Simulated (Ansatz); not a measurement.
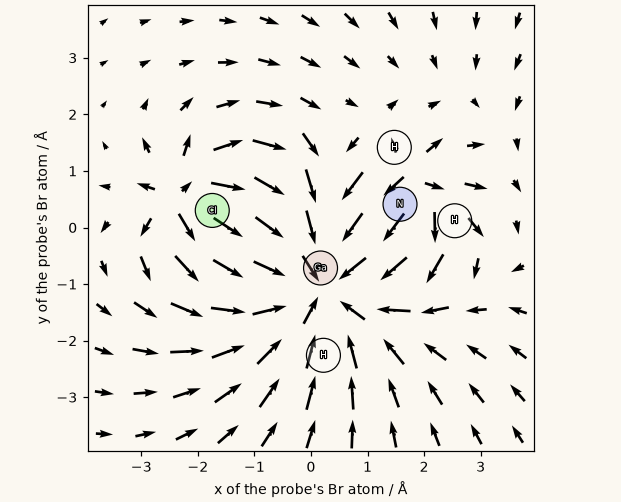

ClGaH₃N (SMILES [NH2][GaH][Cl]) with the probe Br-. The probe is moved over a plane parallel to the molecule's main plane, 3.10 Å above it. First axis: x of the probe's Br atom. Second axis: y of the probe's Br atom. Nothing is relaxed (molecule and probe rigid). The scan uses an 11 × 11 grid. Points are written as (first, second). All numbers below come from RKS PBE0-D4/def2-SVPD (Ansatz).

In the figure: dots at the grid points, arrows along the force (downhill), their lengths compressed, labelled circles for the molecule's atoms, projected on the plane.

Q: The arrows alone are given. Where is the energy lowest?

A: The arrows converge at about (0.19 Å, −1.06 Å) (read from the interpolated surface).

The energy map of the same scan:

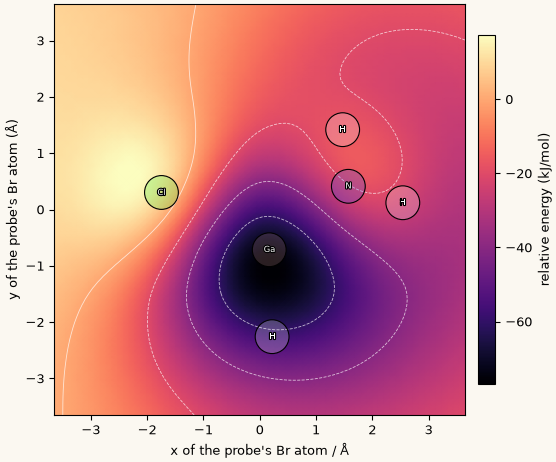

Energies are in kJ/mol, from molecule and probe far apart, each relaxed in its own basis (no counterpoise correction); between grid points the surface is interpolated.
